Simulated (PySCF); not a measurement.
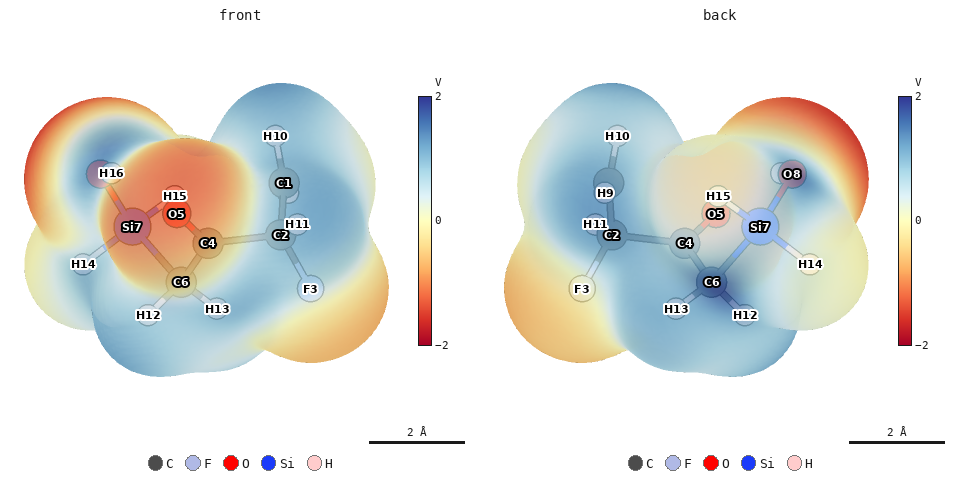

*C4H8FO2Si (SMILES [CH2][C@H](F)C(=O)C[SiH2]O) (doublet). The molecular electrostatic potential painted on the density surface at 0.002 e/bohr³, seen from the front and from behind; red is negative and blue positive.*

Geometry: GFN2-xTB.

All numbers below come from PySCF, UKS B3LYP, pcH-1 on C F H O Si, non-relativistic, mean-field spin-orbit, GIAO.

```yaml
atoms:
  - { symbol: C, position_ang: [-1.5550, -1.0527, -0.3204] }
  - { symbol: C, position_ang: [-1.8649, 0.2629, 0.2095] }
  - { symbol: F, position_ang: [-2.1490, 1.1944, -0.7593] }
  - { symbol: C, position_ang: [-0.5011, 0.5527, 0.8900] }
  - { symbol: O, position_ang: [-0.3300, 0.2081, 2.0453] }
  - { symbol: C, position_ang: [0.5556, 1.1005, 0.0273] }
  - { symbol: Si, position_ang: [1.9268, -0.2606, -0.1277] }
  - { symbol: O, position_ang: [2.0130, -1.0279, 1.2855] }
  - { symbol: H, position_ang: [-1.1253, -1.1412, -1.2980] }
  - { symbol: H, position_ang: [-1.6124, -1.9078, 0.3208] }
  - { symbol: H, position_ang: [-2.6645, 0.2946, 0.9563] }
  - { symbol: H, position_ang: [1.0135, 1.9425, 0.5432] }
  - { symbol: H, position_ang: [0.1799, 1.4363, -0.9323] }
  - { symbol: H, position_ang: [3.1907, 0.4224, -0.3779] }
  - { symbol: H, position_ang: [1.5468, -1.2014, -1.1774] }
  - { symbol: H, position_ang: [1.3683, -0.8139, 1.9711] }
```

**Which sites attract a positive test charge, and which a negative one?**

A positive charge is drawn to the negative regions and a negative charge to the positive ones. The most negative region (about −1.5 V) lies over O8, the most positive (about +1.6 V) over Si7. O8 is the likeliest acceptor of a hydrogen bond.
